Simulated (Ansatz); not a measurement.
# Geometry relaxation, with input and output: AlSiH5O2F2 (part 2 of 3)

The same run, continued: AlSiH5O2F2; RKS LDA/def2-SVP (Ansatz 0.2.0). It belongs to a series of runs on one base structure; here: end point A relaxed.

Geometry of the input (Å):
```
Al -2.1040  -0.3744  1.1883
O  -0.6425  -1.0821  1.9657
F  -2.8182  -1.2140  -0.0300
F  -2.8016  0.9815  1.8101
H  0.7288  -0.2990  0.3467
O  0.5525  0.3711  -0.3417
Si 1.6136  0.5025  -1.6222
H  -0.3197  -0.5786  2.7362
H  1.0227  1.5259  -2.5456
H  2.9698  0.9724  -1.1561
H  1.7987  -0.8054  -2.3513
```

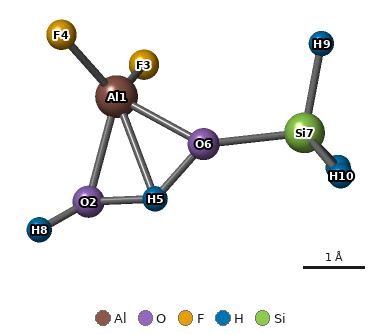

Fig. 1: The geometry at step 14 of the log (ball-and-stick view, seen at a tilt; atoms are numbered from 1 in the order of the input).

Trajectory as extended XYZ, continued:
```
11
Properties=species:S:1:pos:R:3:forces:R:3 step=4 energy=-23953.51519
Al   -1.6438   -0.2165    0.8658   -0.0552   0.2608  -0.8936
O    -0.3908   -0.9766    1.7694    0.3169   0.0419   0.6084
F    -2.5117   -1.1586   -0.1894    0.2220   0.2011   0.0847
F    -2.4769    1.0296    1.5933    0.3959  -0.1367  -0.2355
H     0.4601   -0.3551    0.5607    0.1413  -0.1052   0.3431
O     0.2289    0.2477   -0.2274   -0.6342  -0.0070   0.1997
Si    1.3735    0.4523   -1.4558    0.0860   0.0643  -0.4793
H    -0.2427   -0.6137    2.6667    0.0523  -0.2522  -0.1331
H     0.8448    1.4852   -2.4103   -0.1073  -0.0408   0.1117
H     2.7220    0.9343   -0.9598   -0.2709  -0.0450   0.2437
H     1.6367   -0.8286   -2.2131   -0.1468   0.0188   0.1503
11
Properties=species:S:1:pos:R:3:forces:R:3 step=5 energy=-23953.80323
Al   -1.5360   -0.1981    0.7820    0.1972   0.0983  -0.5983
O    -0.3528   -0.9984    1.7903    0.1186   0.1746   0.0838
F    -2.4227   -1.1331   -0.2546    0.0586  -0.0033  -0.0437
F    -2.3429    1.0825    1.4624    0.2406   0.0370  -0.0798
H     0.4732   -0.3399    0.6264    0.1460  -0.1066   0.2557
O     0.1828    0.2189   -0.1999   -0.5053  -0.0415   0.3310
Si    1.3015    0.4500   -1.4533    0.1491   0.0220  -0.1988
H    -0.2463   -0.6584    2.6972    0.0335  -0.1486   0.0479
H     0.7573    1.4889   -2.3862   -0.1044  -0.0331   0.0563
H     2.6187    0.9304   -0.8845   -0.2184  -0.0310   0.0938
H     1.5672   -0.8427   -2.1797   -0.1154   0.0321   0.0523
11
Properties=species:S:1:pos:R:3:forces:R:3 step=6 energy=-23953.91779
Al   -1.4401   -0.1813    0.6869   -0.6229  -0.1578   0.1189
O    -0.3120   -0.9935    1.7849    0.0971   0.2026   0.3791
F    -2.3544   -1.1267   -0.3189    0.0209  -0.0292  -0.0290
F    -2.2073    1.1397    1.3345    0.1050   0.0480  -0.0263
H     0.5074   -0.3374    0.7071   -0.1109  -0.1372   0.3295
O     0.1565    0.1907   -0.1482    0.7483   0.2633  -0.5366
Si    1.2426    0.4443   -1.4361   -0.0626   0.0342  -0.0018
H    -0.2602   -0.6998    2.7181   -0.0217  -0.2081  -0.2603
H     0.6592    1.4776   -2.3475   -0.0701   0.0076   0.0255
H     2.5243    0.9326   -0.8181   -0.0526  -0.0120  -0.0097
H     1.4840   -0.8462   -2.1626   -0.0304  -0.0113   0.0107
11
Properties=species:S:1:pos:R:3:forces:R:3 step=7 energy=-23953.94450
Al   -1.4440   -0.1843    0.6914   -0.1680  -0.0808  -0.0766
O    -0.3154   -0.9917    1.7994   -0.0205   0.1091  -0.3726
F    -2.3429   -1.1291   -0.3299    0.0272  -0.0160   0.0196
F    -2.1963    1.1587    1.3091    0.0747   0.0105  -0.0026
H     0.5185   -0.3377    0.7313   -0.1935   0.0426   0.0164
O     0.1851    0.1953   -0.1449    0.3800  -0.0725   0.1189
Si    1.2499    0.4466   -1.4444   -0.1589   0.0153   0.0341
H    -0.2838   -0.7258    2.7289    0.0321  -0.0135   0.3230
H     0.6281    1.4757   -2.3374   -0.0075  -0.0059   0.0067
H     2.5297    0.9413   -0.8343    0.0172   0.0020  -0.0498
H     1.4711   -0.8490   -2.1689    0.0172   0.0091  -0.0171
11
Properties=species:S:1:pos:R:3:forces:R:3 step=8 energy=-23953.96924
Al   -1.4314   -0.1814    0.6499    0.1726   0.2213  -0.1877
O    -0.3239   -0.9709    1.8023   -0.2085   0.0037   0.3032
F    -2.2957   -1.1492   -0.3791    0.0275   0.0281   0.0652
F    -2.1257    1.2232    1.1949   -0.0765  -0.1122   0.0184
H     0.4781   -0.3376    0.8695    0.3753  -0.1085   0.1586
O     0.2721    0.2052   -0.0590   -0.1860   0.0461  -0.2471
Si    1.2365    0.4479   -1.4281   -0.0007   0.0322   0.1160
H    -0.3312   -0.8281    2.7685    0.0219  -0.0544  -0.2196
H     0.5229    1.4553   -2.2808    0.0143  -0.0135   0.0129
H     2.5720    0.9769   -0.9603   -0.1391  -0.0507  -0.0426
H     1.4264   -0.8413   -2.1778   -0.0007   0.0078   0.0229
11
Properties=species:S:1:pos:R:3:forces:R:3 step=9 energy=-23953.98555
Al   -1.4134   -0.1652    0.6372   -0.0004   0.1075   0.0285
O    -0.3316   -0.9672    1.8062   -0.0326   0.0519   0.0419
F    -2.2771   -1.1393   -0.3850    0.0172   0.0231  -0.0065
F    -2.1423    1.2104    1.2131   -0.0187  -0.0812  -0.0363
H     0.5079   -0.3383    0.8797    0.0481  -0.0349   0.0113
O     0.2769    0.2068   -0.0585    0.0034  -0.0307  -0.0060
Si    1.2298    0.4463   -1.4339    0.0321   0.0193   0.0391
H    -0.3540   -0.8334    2.7702    0.0242  -0.0271  -0.0659
H     0.5187    1.4561   -2.2851   -0.0033  -0.0241   0.0095
H     2.5617    0.9703   -0.9700   -0.0475  -0.0048  -0.0174
H     1.4234   -0.8466   -2.1740   -0.0225   0.0010   0.0019
11
Properties=species:S:1:pos:R:3:forces:R:3 step=10 energy=-23953.98837
Al   -1.4119   -0.1534    0.6322    0.0693   0.0764   0.0214
O    -0.3355   -0.9621    1.8076   -0.0126   0.0441  -0.0677
F    -2.2653   -1.1286   -0.3963    0.0048  -0.0036  -0.0138
F    -2.1539    1.2187    1.1937   -0.0254  -0.0400   0.0014
H     0.5035   -0.3497    0.8998    0.0139  -0.0151  -0.0128
O     0.2845    0.2103   -0.0469    0.0301  -0.0468  -0.0122
Si    1.2276    0.4447   -1.4307   -0.0229   0.0123   0.0763
H    -0.3351   -0.8554    2.7732   -0.0065  -0.0026   0.0085
H     0.5067    1.4487   -2.2802   -0.0043  -0.0198  -0.0003
H     2.5609    0.9768   -0.9841   -0.0265  -0.0029  -0.0058
H     1.4186   -0.8501   -2.1683   -0.0198  -0.0020   0.0048
11
Properties=species:S:1:pos:R:3:forces:R:3 step=11 energy=-23953.99161
Al   -1.3977   -0.1300    0.6193    0.0163   0.0308   0.0237
O    -0.3380   -0.9506    1.8017    0.0414  -0.0210   0.0865
F    -2.2299   -1.1066   -0.4248   -0.0071  -0.0084  -0.0323
F    -2.1733    1.2195    1.1876   -0.0012  -0.0070   0.0026
H     0.5082   -0.3604    0.9284   -0.0404  -0.0141   0.0100
O     0.3055    0.2189   -0.0263    0.0470   0.0370  -0.0568
Si    1.2248    0.4433   -1.4246   -0.0744  -0.0299   0.0393
H    -0.3321   -0.8861    2.7720   -0.0204   0.0016  -0.0593
H     0.4791    1.4257   -2.2779    0.0126   0.0092   0.0023
H     2.5601    0.9869   -1.0036    0.0012   0.0004  -0.0216
H     1.3935   -0.8607   -2.1518    0.0251   0.0016   0.0056
11
Properties=species:S:1:pos:R:3:forces:R:3 step=12 energy=-23953.99317
Al   -1.3873   -0.1141    0.6136   -0.0265   0.0049   0.0031
O    -0.3410   -0.9461    1.8032    0.0427  -0.0413   0.0362
F    -2.2002   -1.0858   -0.4512   -0.0046  -0.0011  -0.0201
F    -2.1837    1.2211    1.1865    0.0142  -0.0022   0.0057
H     0.5057   -0.3679    0.9554   -0.0250  -0.0226   0.0376
O     0.3212    0.2275   -0.0073    0.0260   0.0661  -0.0720
Si    1.2145    0.4390   -1.4221    0.0172  -0.0104   0.0158
H    -0.3387   -0.9128    2.7741   -0.0131   0.0165  -0.0172
H     0.4597    1.4153   -2.2753   -0.0111  -0.0165   0.0018
H     2.5569    0.9954   -1.0410   -0.0053   0.0033   0.0059
H     1.3930   -0.8715   -2.1357   -0.0145   0.0033   0.0032
11
Properties=species:S:1:pos:R:3:forces:R:3 step=13 energy=-23953.99457
Al   -1.3754   -0.1006    0.6066   -0.0286   0.0101  -0.0657
O    -0.3417   -0.9452    1.8031    0.0329  -0.0469  -0.0791
F    -2.1709   -1.0623   -0.4822    0.0056   0.0162   0.0162
F    -2.1842    1.2233    1.1889    0.0207  -0.0153   0.0078
H     0.5036   -0.3743    0.9849   -0.0128  -0.0144   0.0339
O     0.3393    0.2395    0.0093   -0.0204   0.0428   0.0116
Si    1.2106    0.4370   -1.4190    0.0176  -0.0050   0.0053
H    -0.3513   -0.9380    2.7729    0.0094   0.0306   0.0635
H     0.4310    1.3911   -2.2765    0.0058  -0.0106   0.0048
H     2.5558    1.0116   -1.0690   -0.0329  -0.0118  -0.0057
H     1.3834   -0.8821   -2.1188    0.0028   0.0044   0.0075
11
Properties=species:S:1:pos:R:3:forces:R:3 step=14 energy=-23953.99607
Al   -1.3449   -0.0570    0.5815   -0.0042   0.0046  -0.2333
O    -0.3434   -0.9439    1.7953   -0.0402  -0.1303   0.4078
F    -2.0970   -0.9901   -0.5696    0.0608   0.0881   0.1510
F    -2.1892    1.2316    1.1946    0.0478  -0.0630   0.0056
H     0.4925   -0.3977    1.0713    0.0233  -0.0688   0.1366
O     0.3864    0.2751    0.0581   -0.1125   0.0917  -0.0574
Si    1.1948    0.4294   -1.4102    0.0314   0.0578   0.0433
H    -0.3686   -1.0142    2.7736    0.0596   0.1068  -0.4752
H     0.3535    1.3239   -2.2823    0.0582  -0.0414   0.0318
H     2.5447    1.0583   -1.1499   -0.1397  -0.0691  -0.0265
H     1.3713   -0.9155   -2.0623    0.0155   0.0235   0.0164
11
Properties=species:S:1:pos:R:3:forces:R:3 step=15 energy=-23954.00294
Al   -1.3171   -0.0163    0.5564   -0.0074   0.0328  -0.3897
O    -0.3419   -0.9468    1.7812   -0.2165  -0.2561   0.3052
F    -2.0400   -0.9218   -0.6458    0.1474   0.2005   0.3369
F    -2.1879    1.2346    1.2183    0.1068  -0.1707  -0.0490
H     0.4817   -0.4208    1.1524    0.1154  -0.1276   0.2257
O     0.4249    0.3123    0.1015   -0.1677   0.2229  -0.3453
Si    1.1804    0.4231   -1.4003    0.0307   0.1510   0.0915
H    -0.3834   -1.0735    2.7495    0.1023   0.1320  -0.2694
H     0.2858    1.2540   -2.2987    0.1515  -0.1003   0.1143
H     2.5301    1.1043   -1.2152   -0.2932  -0.1591  -0.0522
H     1.3675   -0.9490   -1.9991    0.0307   0.0745   0.0319
11
Properties=species:S:1:pos:R:3:forces:R:3 step=16 energy=-23954.02071
Al   -1.3000    0.0086    0.5383   -0.0901   0.1052  -0.4130
O    -0.3450   -0.9590    1.7702   -0.2381  -0.2579  -0.0559
F    -2.0234   -0.8808   -0.6822    0.2086   0.2668   0.4514
F    -2.1786    1.2327    1.2503    0.1713  -0.2825  -0.1251
H     0.4766   -0.4490    1.2079    0.0857  -0.1372   0.2609
O     0.4361    0.3417    0.1178   -0.1317   0.2347  -0.5219
Si    1.1711    0.4229   -1.3982    0.0209   0.2067   0.1147
H    -0.3928   -1.0967    2.7298    0.1078   0.0959   0.1050
H     0.2569    1.2108   -2.3287    0.2153  -0.1558   0.1940
H     2.5154    1.1361   -1.2504   -0.3638  -0.2019  -0.0533
H     1.3839   -0.9673   -1.9548    0.0142   0.1260   0.0431
11
Properties=species:S:1:pos:R:3:forces:R:3 step=17 energy=-23954.02643
Al   -1.2507    0.0819    0.4819   -0.7206   0.3605   0.0121
O    -0.3603   -1.0063    1.7347   -0.9611  -0.6632  -0.0025
F    -1.9976   -0.7720   -0.7645    0.3619   0.4079   0.6915
F    -2.1480    1.2216    1.3534    0.5024  -0.7330  -0.5484
H     0.4605   -0.5494    1.3732    0.8423   0.2630  -0.1260
O     0.4467    0.4345    0.1434    0.1950   0.3011  -1.1278
Si    1.1474    0.4294   -1.3989    0.0411   0.2600   0.0757
H    -0.4158   -1.1490    2.6882   -0.0377   0.0375   0.4495
H     0.2013    1.0938   -2.4327    0.3954  -0.3041   0.4906
H     2.4694    1.2255   -1.3469   -0.5343  -0.3306  -0.0151
H     1.4474   -1.0100   -1.8316   -0.0845   0.4007   0.1003
11
Properties=species:S:1:pos:R:3:forces:R:3 step=18 energy=-23954.15089
Al   -1.2422    0.0924    0.4443   -0.0762  -0.7904   0.2709
O    -0.3623   -1.0352    1.7646   -0.5013  -0.0233  -0.0898
F    -2.0629   -0.8732   -0.6293    0.0966   0.1337   0.0221
F    -2.1706    1.1244    1.3410    0.0768   0.2213   0.0546
H     0.4908   -0.6313    1.4220    0.2309   0.0465   0.0276
O     0.4169    0.3972    0.0266    0.0738   0.2837  -0.0839
Si    1.1813    0.4586   -1.4478   -0.0857  -0.0088   0.0519
H    -0.4637   -0.9699    2.7340    0.0309   0.0872  -0.0254
H     0.3055    1.2130   -2.4080    0.0283   0.0319  -0.1345
H     2.4969    1.1641   -1.2938    0.0658   0.0211  -0.0170
H     1.4104   -0.9401   -1.9535    0.0600  -0.0030  -0.0766
11
Properties=species:S:1:pos:R:3:forces:R:3 step=19 energy=-23954.14698 accepted=F
Al   -1.2213   -0.0085    0.5294    0.0271   0.8452  -0.9102
O    -0.4136   -1.0837    1.8226    0.1919  -0.0323   0.4133
F    -2.0681   -0.8954   -0.5809   -0.0825  -0.2122   0.0661
F    -2.1000    1.1604    1.3329    0.2553  -0.3065   0.1055
H     0.5032   -0.7729    1.5627   -0.0103  -0.0096  -0.0905
O     0.3914    0.4050   -0.0320   -0.2819  -0.2143   0.1078
Si    1.1636    0.4985   -1.5054   -0.0275   0.0127   0.2897
H    -0.5679   -0.8886    2.7723    0.0009  -0.0484  -0.0487
H     0.3734    1.2600   -2.5397   -0.0664  -0.0037   0.0658
H     2.4813    1.1998   -1.3118    0.0172   0.0276   0.0138
H     1.4579   -0.8746   -2.0498   -0.0239  -0.0585  -0.0126
11
Properties=species:S:1:pos:R:3:forces:R:3 step=20 energy=-23954.19884
Al   -1.2397    0.0349    0.4812   -0.3331   0.0076  -0.0645
O    -0.3960   -1.0631    1.7864    0.3718   0.0957  -0.1552
F    -2.0991   -0.8942   -0.5908    0.0468   0.0073   0.0593
F    -2.1171    1.1391    1.3645    0.1949  -0.0967  -0.0253
H     0.5010   -0.7058    1.4679   -0.3735  -0.1275   0.0875
O     0.3853    0.3967   -0.0081    0.1471   0.0410  -0.1216
Si    1.1751    0.4792   -1.4705   -0.0538  -0.0128   0.0508
H    -0.5094   -0.9028    2.7426   -0.0358   0.0429   0.1198
H     0.3553    1.2328   -2.4871   -0.0078  -0.0065   0.0177
H     2.4859    1.1869   -1.2833    0.0560   0.0429   0.0268
H     1.4589   -0.9037   -2.0027   -0.0126   0.0060   0.0048
11
Properties=species:S:1:pos:R:3:forces:R:3 step=21 energy=-23954.20297
Al   -1.2332    0.0179    0.4805   -0.1080   0.0688  -0.2287
O    -0.4080   -1.0756    1.8034   -0.3211   0.0399   0.6717
F    -2.1170   -0.9167   -0.5627    0.0075  -0.0481   0.0212
F    -2.0891    1.1280    1.3708    0.1256  -0.0244   0.0662
H     0.4893   -0.7678    1.5111    0.3220   0.0963  -0.1234
O     0.3812    0.3893   -0.0406   -0.0541  -0.0388   0.0036
Si    1.1812    0.4933   -1.4917   -0.0503  -0.0232   0.0877
H    -0.5369   -0.8423    2.7574    0.0263  -0.1167  -0.4861
H     0.3757    1.2542   -2.5107   -0.0295   0.0293  -0.0111
H     2.4881    1.1997   -1.2764    0.0702   0.0443   0.0096
H     1.4688   -0.8801   -2.0410    0.0114  -0.0274  -0.0105
11
Properties=species:S:1:pos:R:3:forces:R:3 step=22 energy=-23954.20061 accepted=F
Al   -1.2567   -0.0295    0.4734   -0.0090  -0.1164  -0.0201
O    -0.3993   -1.0722    1.8417   -0.3125  -0.0643  -0.6687
F    -2.1764   -1.0237   -0.4764   -0.0657   0.0300   0.0002
F    -1.9969    1.1796    1.3346   -0.0271  -0.0359   0.0361
H     0.4569   -0.7256    1.4334    0.1303   0.0514   0.3216
O     0.3640    0.2752   -0.0717    0.0225  -0.0384   0.0023
Si    1.1947    0.4940   -1.4934    0.0298  -0.0546   0.0701
H    -0.5667   -0.7762    2.7532    0.2507   0.1890   0.2727
H     0.3895    1.3190   -2.4632   -0.0065   0.0266   0.0040
H     2.4950    1.1980   -1.1980   -0.0360  -0.0138  -0.0163
H     1.4961   -0.8386   -2.1337    0.0237   0.0263  -0.0019
11
Properties=species:S:1:pos:R:3:forces:R:3 step=23 energy=-23954.21898
Al   -1.2515   -0.0072    0.4716   -0.0072   0.0216  -0.0860
O    -0.4115   -1.0694    1.8155   -0.0459  -0.0001   0.0686
F    -2.1631   -0.9620   -0.5270   -0.0157  -0.0047   0.0157
F    -2.0402    1.1424    1.3733    0.0395  -0.0221   0.0171
H     0.4805   -0.7533    1.4800   -0.0060   0.0162   0.0537
O     0.3684    0.3313   -0.0581   -0.0147  -0.0250  -0.0478
Si    1.1902    0.4910   -1.4919   -0.0196  -0.0043   0.0633
H    -0.5444   -0.7982    2.7491    0.0601   0.0031  -0.0854
H     0.3863    1.2820   -2.4914   -0.0131   0.0074  -0.0037
H     2.4898    1.2069   -1.2401    0.0120   0.0050   0.0122
H     1.4956   -0.8634   -2.0808    0.0106   0.0031  -0.0077
```
